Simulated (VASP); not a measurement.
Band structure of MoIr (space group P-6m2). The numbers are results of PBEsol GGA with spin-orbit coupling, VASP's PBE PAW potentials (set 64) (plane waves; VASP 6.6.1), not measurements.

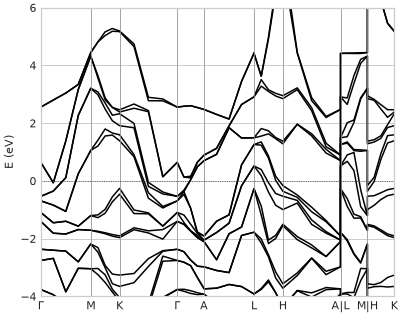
Bands along high-symmetry lines, zero at the valence-band maximum or, without a gap, the Fermi level

Q: Read the plot: is there a gap, and where are the band edges?

A: It has no gap at this level: it comes out as a metal or semimetal.

The structure comes from a computed database's MoIr entry (P-6m2); how it stands against other phases isn't given here. It was relaxed first.
